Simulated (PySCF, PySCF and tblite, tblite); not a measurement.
# C8H12: conformers and averaged spectra, part 2 of 2

PySCF and tblite. Atoms count from 0.

### Step 9. Couplings, conformer 1: B3LYP/6-31G*+pcJ-1

Job settings and geometry (Å):

```
{"job": {"xc": "B3LYP", "basis": {"default": "6-31G*", "H": "pcJ-1"}, "nuclei": ["H", "F", "P", "Si", "B"], "kind": "j"}, "charge": 0, "multiplicity": 1}
C      3.673919    -0.391795    -0.061646
C      2.469602    -0.395094    -0.194273
C      1.016093    -0.381691    -0.326238
C      0.465526     1.052716    -0.373035
C     -1.052419     1.062418    -0.507670
C     -1.720355     0.256894     0.601468
C     -1.179959    -1.168097     0.651029
C      0.337372    -1.189488     0.791699
H      4.742171    -0.393763     0.047321
H      0.766271    -0.867783    -1.289186
H      0.937530     1.602316    -1.202085
H      0.763592     1.569890     0.555677
H     -1.333125     0.634626    -1.487260
H     -1.422038     2.100386    -0.507965
H     -2.813890     0.249156     0.466387
H     -1.530457     0.750251     1.571898
H     -1.465939    -1.697751    -0.275849
H     -1.641262    -1.728069     1.480240
H      0.718412    -2.222442     0.784204
H      0.631338    -0.754227     1.762718
```

The program printed:

```text
coarse grid: 16128 points
cycle   1  E = -312.0191859330  dE =  8.417e-01  |g| = 5.131e-01  |ddm| = 4.030e+00
cycle   2  E = -312.0052758107  dE =  1.391e-02  |g| = 5.705e-01  |ddm| = 1.093e+00
cycle   3  E = -312.0926101192  dE = -8.733e-02  |g| = 8.219e-02  |ddm| = 6.074e-01
cycle   4  E = -312.0940430405  dE = -1.433e-03  |g| = 3.229e-02  |ddm| = 1.281e-01
cycle   5  E = -312.0941800005  dE = -1.370e-04  |g| = 2.375e-02  |ddm| = 4.514e-02
cycle   6  E = -312.0943215415  dE = -1.415e-04  |g| = 3.436e-03  |ddm| = 2.182e-02
cycle   7  E = -312.0943245722  dE = -3.031e-06  |g| = 5.103e-04  |ddm| = 3.758e-03
final grid: 154128 points
cycle   8  E = -312.0331799660  dE = -5.254e-05  |g| = 7.030e-03  |ddm| = 4.197e-02
cycle   9  E = -312.0331705172  dE =  9.449e-06  |g| = 9.251e-03  |ddm| = 1.465e-02
cycle  10  E = -312.0331924593  dE = -2.194e-05  |g| = 1.875e-03  |ddm| = 9.558e-03
cycle  11  E = -312.0331932734  dE = -8.141e-07  |g| = 6.484e-04  |ddm| = 1.990e-03
cycle  12  E = -312.0331933752  dE = -1.018e-07  |g| = 1.160e-04  |ddm| = 7.243e-04
cycle  13  E = -312.0331933786  dE = -3.404e-09  |g| = 2.740e-05  |ddm| = 1.500e-04
cycle  14  E = -312.0331933788  dE = -1.976e-10  |g| = 4.507e-06  |ddm| = 3.401e-05
converged SCF energy = -312.0331933788

Indirect spin-spin couplings (Hz)
  i      j    bonds     total        FC       PSO       DSO        SD
  8 H    9 H    4     -4.229    -3.725     0.893    -1.398         -
  8 H   10 H    5     -0.187     0.131     0.355    -0.672         -
  8 H   11 H    5     -0.161     0.147     0.332    -0.640         -
  8 H   12 H    6     -0.295    -0.023     0.522    -0.795         -
  8 H   13 H    6     -0.335    -0.076     0.517    -0.777         -
  8 H   14 H    7     -0.264     0.007     0.563    -0.834         -
  8 H   15 H    7     -0.223    -0.008     0.382    -0.597         -
  8 H   16 H    6     -0.295    -0.023     0.523    -0.795         -
  8 H   17 H    6     -0.334    -0.074     0.518    -0.777         -
  8 H   18 H    5     -0.187     0.131     0.357    -0.675         -
  8 H   19 H    5     -0.161     0.146     0.333    -0.641         -
  9 H   10 H    3      4.039     3.932     0.065     0.042         -
  9 H   11 H    3     12.560    13.327     1.742    -2.509         -
  9 H   12 H    4      0.203    -0.327    -1.124     1.654         -
  9 H   13 H    4     -0.730    -0.337     0.981    -1.373         -
  9 H   14 H    5     -0.170     0.109     0.692    -0.970         -
  9 H   15 H    5     -0.427    -0.023     0.986    -1.390         -
  9 H   16 H    4      0.204    -0.327    -1.126     1.657         -
  9 H   17 H    4     -0.731    -0.338     0.980    -1.373         -
  9 H   18 H    3      4.046     3.938     0.064     0.043         -
  9 H   19 H    3     12.546    13.313     1.742    -2.509         -
 10 H   11 H    2    -15.055   -14.899     1.539    -1.695         -
 10 H   12 H    3      4.052     4.035     0.114    -0.096         -
 10 H   13 H    3      3.399     3.457     0.224    -0.282         -
 10 H   14 H    4      1.125     1.580     1.193    -1.648         -
 10 H   15 H    4     -0.791    -0.364     1.004    -1.430         -
 10 H   16 H    5     -0.231     0.078     0.733    -1.042         -
 10 H   18 H    4      1.443     1.915     1.238    -1.710         -
 10 H   19 H    4     -0.759    -0.345     1.023    -1.438         -
 11 H   12 H    3     13.920    14.756     1.734    -2.571         -
 11 H   13 H    3      4.081     4.078     0.131    -0.128         -
 11 H   14 H    4     -0.776    -0.347     1.007    -1.435         -
 11 H   16 H    5     -0.432     0.002     1.009    -1.443         -
 11 H   17 H    5     -0.198     0.115     0.726    -1.039         -
 11 H   18 H    4     -0.758    -0.344     1.023    -1.438         -
 11 H   19 H    4      0.191    -0.309    -1.061     1.561         -
 12 H   13 H    2    -15.140   -14.918     1.628    -1.850         -
 12 H   14 H    3      4.037     4.048     0.153    -0.164         -
 12 H   15 H    3     13.657    14.513     1.765    -2.621         -
 12 H   17 H    4     -0.788    -0.346     1.024    -1.466         -
 12 H   18 H    5     -0.231     0.078     0.733    -1.042         -
 12 H   19 H    5     -0.432     0.002     1.010    -1.444         -
 13 H   14 H    3      3.301     3.389     0.267    -0.355         -
 13 H   15 H    3      4.075     4.088     0.150    -0.163         -
 13 H   16 H    4     -0.787    -0.345     1.025    -1.466         -
 13 H   17 H    4      1.160     1.628     1.212    -1.680         -
 13 H   19 H    5     -0.199     0.114     0.726    -1.039         -
 14 H   15 H    2    -14.932   -14.699     1.644    -1.877         -
 14 H   16 H    3      4.036     4.048     0.153    -0.165         -
 14 H   17 H    3      3.306     3.394     0.267    -0.354         -
 14 H   18 H    4      1.121     1.576     1.193    -1.648         -
 14 H   19 H    4     -0.777    -0.349     1.007    -1.435         -
 15 H   16 H    3     13.673    14.528     1.765    -2.621         -
 15 H   17 H    3      4.069     4.083     0.151    -0.165         -
 15 H   18 H    4     -0.790    -0.364     1.004    -1.430         -
 16 H   17 H    2    -15.139   -14.917     1.628    -1.850         -
 16 H   18 H    3      4.056     4.038     0.113    -0.095         -
 16 H   19 H    3     13.918    14.755     1.734    -2.571         -
 17 H   18 H    3      3.399     3.457     0.224    -0.282         -
 17 H   19 H    3      4.077     4.075     0.133    -0.130         -
 18 H   19 H    2    -15.056   -14.900     1.539    -1.695         -
```

Wall time 51 s (1 thread of Arm Neoverse V2, shared host); peak memory 1 GiB.

In short: HOMO -6.97 eV, LUMO 1.21 eV; dipole 0.76 D.

### Step 10. Couplings, conformer 2: B3LYP/6-31G*+pcJ-1

Job settings and geometry (Å):

```
{"job": {"xc": "B3LYP", "basis": {"default": "6-31G*", "H": "pcJ-1"}, "nuclei": ["H", "F", "P", "Si", "B"], "kind": "j"}, "charge": 0, "multiplicity": 1}
C      2.593273    -0.412610     1.341100
C      1.828890    -0.199967     0.424886
C      0.893731     0.055699    -0.670992
C      0.099177     1.353912    -0.439501
C     -0.878743     1.219347     0.721634
C     -1.821637     0.036292     0.521831
C     -1.050736    -1.259900     0.289892
C     -0.072361    -1.126454    -0.871049
H      3.279922    -0.600561     2.144997
H      1.495380     0.173777    -1.589097
H     -0.455999     1.577819    -1.367118
H      0.793675     2.191585    -0.271786
H     -1.452015     2.153010     0.839299
H     -0.308948     1.081221     1.656889
H     -2.470270     0.233650    -0.351278
H     -2.493578    -0.067995     1.388962
H     -1.746411    -2.093118     0.100032
H     -0.489672    -1.521761     1.203715
H     -0.630155    -0.950142    -1.807302
H      0.500074    -2.056619    -1.009722
```

The program printed:

```text
coarse grid: 16128 points
cycle   1  E = -312.0159165130  dE =  8.413e-01  |g| = 5.193e-01  |ddm| = 3.931e+00
cycle   2  E = -311.9944829199  dE =  2.143e-02  |g| = 6.003e-01  |ddm| = 1.126e+00
cycle   3  E = -312.0907452012  dE = -9.626e-02  |g| = 8.858e-02  |ddm| = 6.685e-01
cycle   4  E = -312.0919689764  dE = -1.224e-03  |g| = 5.162e-02  |ddm| = 1.304e-01
cycle   5  E = -312.0925346436  dE = -5.657e-04  |g| = 2.225e-02  |ddm| = 5.695e-02
cycle   6  E = -312.0926590897  dE = -1.244e-04  |g| = 3.530e-03  |ddm| = 2.076e-02
cycle   7  E = -312.0926624963  dE = -3.407e-06  |g| = 4.560e-04  |ddm| = 4.820e-03
final grid: 154128 points
cycle   8  E = -312.0320151612  dE = -4.849e-05  |g| = 6.834e-03  |ddm| = 3.682e-02
cycle   9  E = -312.0320057668  dE =  9.394e-06  |g| = 9.129e-03  |ddm| = 1.495e-02
cycle  10  E = -312.0320270006  dE = -2.123e-05  |g| = 1.731e-03  |ddm| = 9.795e-03
cycle  11  E = -312.0320276631  dE = -6.626e-07  |g| = 6.411e-04  |ddm| = 1.853e-03
cycle  12  E = -312.0320277650  dE = -1.018e-07  |g| = 1.057e-04  |ddm| = 6.247e-04
cycle  13  E = -312.0320277678  dE = -2.823e-09  |g| = 2.782e-05  |ddm| = 1.485e-04
cycle  14  E = -312.0320277680  dE = -2.124e-10  |g| = 3.593e-06  |ddm| = 3.920e-05
converged SCF energy = -312.0320277680

Indirect spin-spin couplings (Hz)
  i      j    bonds     total        FC       PSO       DSO        SD
  8 H    9 H    4     -4.486    -3.974     0.913    -1.426         -
  8 H   10 H    5     -0.608    -0.163     0.848    -1.293         -
  8 H   11 H    5     -0.206     0.115     0.353    -0.674         -
  8 H   12 H    6     -0.333    -0.035     0.550    -0.848         -
  8 H   13 H    6     -0.193    -0.068    -0.132     0.007         -
  8 H   14 H    7     -0.367    -0.029     0.675    -1.012         -
  8 H   15 H    7     -0.216     0.005     0.385    -0.606         -
  8 H   16 H    6     -0.333    -0.035     0.550    -0.848         -
  8 H   17 H    6     -0.193    -0.068    -0.132     0.007         -
  8 H   18 H    5     -0.609    -0.164     0.848    -1.293         -
  8 H   19 H    5     -0.206     0.114     0.352    -0.672         -
  9 H   10 H    3      5.078     4.896    -0.089     0.272         -
  9 H   11 H    3      3.100     3.071     0.186    -0.157         -
  9 H   12 H    4      0.505     0.937     1.189    -1.621         -
  9 H   13 H    4     -1.055    -0.593     1.086    -1.549         -
  9 H   15 H    5      0.234     0.734     1.191    -1.691         -
  9 H   16 H    4      0.505     0.937     1.189    -1.620         -
  9 H   17 H    4     -1.055    -0.593     1.087    -1.549         -
  9 H   18 H    3      5.086     4.903    -0.089     0.272         -
  9 H   19 H    3      3.089     3.061     0.187    -0.158         -
 10 H   11 H    2    -14.441   -14.231     1.590    -1.799         -
 10 H   12 H    3      3.951     3.963     0.145    -0.156         -
 10 H   13 H    3     14.120    14.951     1.724    -2.555         -
 10 H   15 H    4     -0.782    -0.343     1.014    -1.453         -
 10 H   16 H    5     -0.183     0.131     0.720    -1.034         -
 10 H   17 H    5     -0.447    -0.008     1.002    -1.441         -
 10 H   18 H    4      0.344    -0.154    -1.102     1.601         -
 10 H   19 H    4     -0.484    -0.082     1.004    -1.406         -
 11 H   12 H    3      3.440     3.483     0.204    -0.246         -
 11 H   13 H    3      3.985     3.940     0.063    -0.019         -
 11 H   14 H    4     -0.793    -0.370     0.998    -1.421         -
 11 H   15 H    4      1.132     1.587     1.194    -1.650         -
 11 H   16 H    5      0.211     0.719     1.198    -1.706         -
 11 H   17 H    5     -0.241     0.099     0.772    -1.112         -
 11 H   18 H    4     -0.487    -0.084     1.003    -1.406         -
 11 H   19 H    4      1.613     2.089     1.246    -1.723         -
 12 H   13 H    2    -15.097   -14.900     1.592    -1.789         -
 12 H   14 H    3      4.187     4.188     0.126    -0.127         -
 12 H   15 H    3      3.250     3.334     0.252    -0.336         -
 12 H   16 H    4      0.972     1.435     1.200    -1.663         -
 12 H   17 H    4     -0.826    -0.398     1.001    -1.429         -
 12 H   18 H    5     -0.184     0.130     0.721    -1.035         -
 12 H   19 H    5      0.211     0.719     1.198    -1.706         -
 13 H   14 H    3     13.878    14.711     1.731    -2.563         -
 13 H   15 H    3      4.190     4.174     0.100    -0.084         -
 13 H   16 H    4     -0.828    -0.399     1.001    -1.429         -
 13 H   18 H    5     -0.447    -0.008     1.003    -1.442         -
 13 H   19 H    5     -0.241     0.098     0.771    -1.111         -
 14 H   15 H    2    -14.781   -14.557     1.628    -1.851         -
 14 H   16 H    3      4.184     4.185     0.127    -0.129         -
 14 H   17 H    3     13.894    14.727     1.731    -2.563         -
 14 H   19 H    4     -0.796    -0.373     0.999    -1.422         -
 15 H   16 H    3      3.252     3.336     0.252    -0.336         -
 15 H   17 H    3      4.193     4.177     0.099    -0.084         -
 15 H   18 H    4     -0.785    -0.345     1.014    -1.453         -
 15 H   19 H    4      1.129     1.584     1.194    -1.650         -
 16 H   17 H    2    -15.097   -14.900     1.592    -1.789         -
 16 H   18 H    3      3.955     3.966     0.144    -0.155         -
 16 H   19 H    3      3.432     3.475     0.204    -0.247         -
 17 H   18 H    3     14.119    14.950     1.724    -2.555         -
 17 H   19 H    3      4.002     3.956     0.062    -0.016         -
 18 H   19 H    2    -14.447   -14.237     1.590    -1.799         -
```

Wall time 53 s (1 thread of Arm Neoverse V2, shared host); peak memory 1 GiB.

In short: HOMO -6.99 eV, LUMO 1.03 eV; dipole 0.49 D.

### Step 11. Averages: properties at PBE0/pcSseg-1

Job settings and geometry (Å):

```
{"job": {"study": "conf", "smiles": "C#CC1CCCCC1", "search": {"seed": 1746, "n_embed": 90, "ff_keep": 14, "window": 4.0, "nmax": 5, "temps": [180, 230, 298.15, 330, 400], "t_ref": 298.15, "order": 0.002, "geom": true}, "level": {"nmr": {"xc": "PBE0", "basis": "pcSseg-1"}, "sp": {"xc": "PBE0", "basis": "def2-TZVP"}, "j": {"xc": "B3LYP", "basis": {"default": "6-31G*", "H": "pcJ-1"}, "nuclei": ["H", "F", "P", "Si", "B"], "top": 4}}, "kind": "conf"}, "charge": 0, "multiplicity": 1}
C      3.673919    -0.391795    -0.061646
C      2.469602    -0.395094    -0.194273
C      1.016093    -0.381691    -0.326238
C      0.465526     1.052716    -0.373035
C     -1.052419     1.062418    -0.507670
C     -1.720355     0.256894     0.601468
C     -1.179959    -1.168097     0.651029
C      0.337372    -1.189488     0.791699
H      4.742171    -0.393763     0.047321
H      0.766271    -0.867783    -1.289186
H      0.937530     1.602316    -1.202085
H      0.763592     1.569890     0.555677
H     -1.333125     0.634626    -1.487260
H     -1.422038     2.100386    -0.507965
H     -2.813890     0.249156     0.466387
H     -1.530457     0.750251     1.571898
H     -1.465939    -1.697751    -0.275849
H     -1.641262    -1.728069     1.480240
H      0.718412    -2.222442     0.784204
H      0.631338    -0.754227     1.762718
```

The program printed:

```text
conformer  sym    E(xTB)   E(DFT)   G(298.15 K)  weight  dipole/D
    1     Cs      0.000    0.000    0.000   0.6413    1.023
    2     Cs      0.053    0.219    0.344   0.3587    0.752

mean shielding (ppm) by class
class atoms           180 K      230 K   298.15 K      330 K      400 K
  0 C  0            109.826     109.76    109.706    109.688     109.66
  1 C  1             92.695      92.72     92.741     92.748     92.759
  2 C  2            154.483    154.553    154.611     154.63     154.66
  3 C  3,7          149.615     149.67    149.715     149.73    149.754
  4 C  4,6          157.587    157.731     157.85    157.888    157.951
  5 C  5            156.401    156.372    156.347     156.34    156.327
  6 H  8             29.378     29.376     29.374     29.373     29.372
  7 H  9             29.138     29.117     29.099     29.094     29.085
  8 H  10,18         29.624     29.642     29.657     29.662      29.67
  9 H  11,19         29.951     29.934      29.92     29.916     29.909
 10 H  12,16         30.101     30.093     30.087     30.085     30.082
 11 H  13,17         29.605     29.598     29.592     29.591     29.587
 12 H  14            29.909     29.924     29.935     29.939     29.945
 13 H  15             30.05     30.032     30.018     30.014     30.006
```

Wall time 3.8 min (1 thread of Arm Neoverse V2, shared host). This counts the runs that the step sums up.

The search (ETKDG and KDG, MMFF94s, GFN2-xTB) embedded 90 structures, kept 4 distinct ones after the force field and 4 after xTB; 2 were carried on (window 4.0 kcal/mol at the search's own energies). Energies: PBE0/def2-TZVP with D3(BJ).

The conformers at 298 K:

```
no.  group  mirror pair  ΔE xTB  ΔE DFT    ΔG  weight (%)  μ (D)     A, B, C (GHz)
  1     Cs           no    0.00    0.00  0.00        64.1   1.02  4.27, 1.39, 1.12
  2     Cs           no    0.05    0.22  0.34        35.9   0.75  3.02, 1.73, 1.54
```

Energies in kcal/mol. ΔG holds xTB vibrations and rotation, symmetry numbers and mirror pairs.

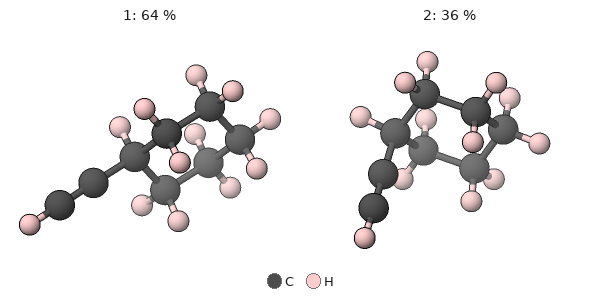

The conformers with their weights.

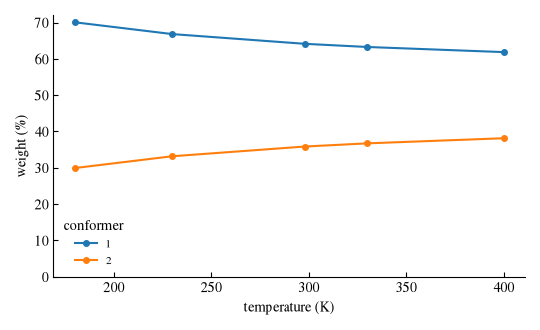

Weights against temperature.

Other ways of weighting, at the same temperature:

```
                      scheme    1   2  mean μ (D)
             DFT free energy   64  36        0.93
DFT energy, symmetry counted   59  41        0.91
            DFT energy alone   59  41        0.91
xTB energy, symmetry counted   52  48        0.89
             xTB free energy   57  43        0.91
       lowest conformer only  100   0        1.02
               equal weights   50  50        0.89
```

Shifts against references run at the same level (1H TMS 31.27, 13C TMS 184.4 ppm of shielding), by class of atoms, at 298 K:

```
   atoms                           environment  no. 1  no. 2  average
      C1                         alkyne carbon   91.9   91.2     91.7
      C0                terminal alkyne carbon   74.0   76.0     74.7
  C3, C7                     sp3 CH2 in a ring   35.3   33.6     34.7
      C2                    propargylic sp3 CH   30.6   28.4     29.8
      C5                     sp3 CH2 in a ring   27.7   28.6     28.1
  C4, C6                     sp3 CH2 in a ring   28.1   23.7     26.6
      H9      hydrogen on a propargylic sp3 CH   1.94   2.58     2.17
      H8  hydrogen on a terminal alkyne carbon   1.87   1.94     1.89
H13, H17      hydrogen on an sp3 CH2 in a ring   1.60   1.81     1.68
H10, H18      hydrogen on an sp3 CH2 in a ring   1.81   1.25     1.61
H11, H19      hydrogen on an sp3 CH2 in a ring   1.16   1.68     1.35
     H14      hydrogen on an sp3 CH2 in a ring   1.49   1.05     1.33
     H15      hydrogen on an sp3 CH2 in a ring   1.06   1.59     1.25
H12, H16      hydrogen on an sp3 CH2 in a ring   1.10   1.32     1.18
```

Couplings (Hz, B3LYP/6-31G*+pcJ-1; one pair named for each class), from conformers that hold 100 % of the weight:

```
   pair  bonds  no. 1  no. 2  average
H12–H13      2  -15.1  -15.1    -15.1
H14–H15      2  -14.9  -14.8    -14.9
H10–H11      2  -15.1  -14.4    -14.8
H11–H12      3   13.9    3.4     10.2
H12–H15      3   13.7    3.2      9.9
 H9–H11      3   12.6    3.1      9.2
H10–H13      3    3.4   14.1      7.2
H13–H14      3    3.3   13.9      7.1
 H9–H10      3    4.0    5.1      4.4
H13–H15      3    4.1    4.2      4.1
H12–H14      3    4.0    4.2      4.1
  H8–H9      4   -4.2   -4.5     -4.3
H10–H18      4    1.4    0.3      1.1
 H9–H13      4   -0.7   -1.1     -0.8
H12–H17      4   -0.8   -0.8     -0.8
H10–H15      4   -0.8   -0.8     -0.8
H11–H14      4   -0.8   -0.8     -0.8
H13–H17      4    1.2    0.0      0.7
H10–H14      4    1.1    0.0      0.7
```

Effective distances for nuclear Overhauser effects, ⟨r⁻⁶⟩^(−1/6) over all pairs of two classes (Å): H14···H15 1.77; H10···H11 1.98; H12···H13 1.98; H9···H10 2.45; H12···H14 2.48; H13···H15 2.48; H13···H14 2.64; H9···H11 2.77.

### Step 12. Outcome

This closing draws on all 2 parts.

```
                           quantity                                                value
                         conformers  2; the first in weight is no. 1 (Cs), 64 % at 298 K
            root-mean-square dipole                                               0.94 D
averaged 13C shifts (PBE0/pcSseg-1)               91.7, 74.7, 34.7, 29.8, 28.1, 26.6 ppm
 averaged 1H shifts (PBE0/pcSseg-1)   2.17, 1.89, 1.68, 1.61, 1.35, 1.33, 1.25, 1.18 ppm
```

What this shows: At 298 K conformer 1 holds 64 % of the ensemble (70 % at 180 K, 62 % at 400 K). Among conformers over 5 %, H9 differs by 0.64 ppm, while the average moves by 0.05 ppm from 180 to 400 K. Among vicinal couplings, H10–H13 differs most between the conformers listed (3.4 for no. 1, 14.1 for no. 2; average 7.2 Hz).
